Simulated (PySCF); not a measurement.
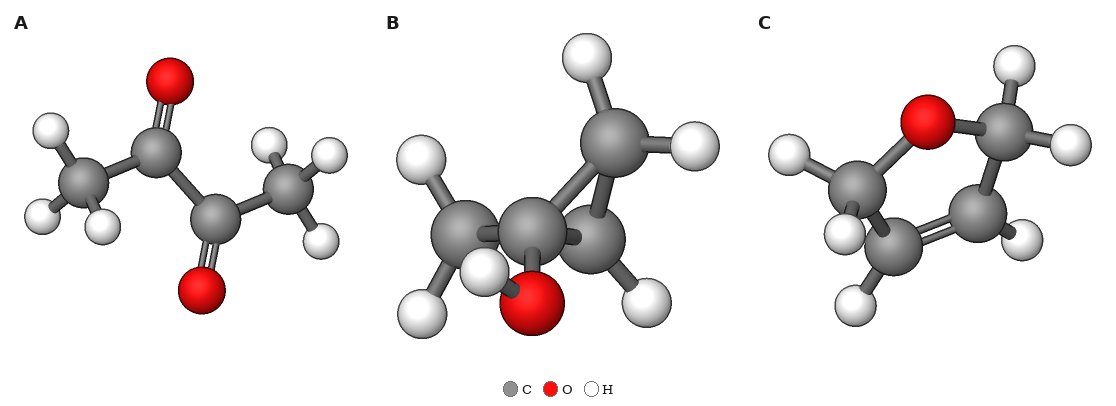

(Drawn from a calculation with PySCF.)

**Match each picture to its SMILES.**
(1) C1=CCOC1
(2) CC(=O)C(C)=O
(3) O[C@]12C[C@H]1C2

A is (2), B is (3), C is (1).
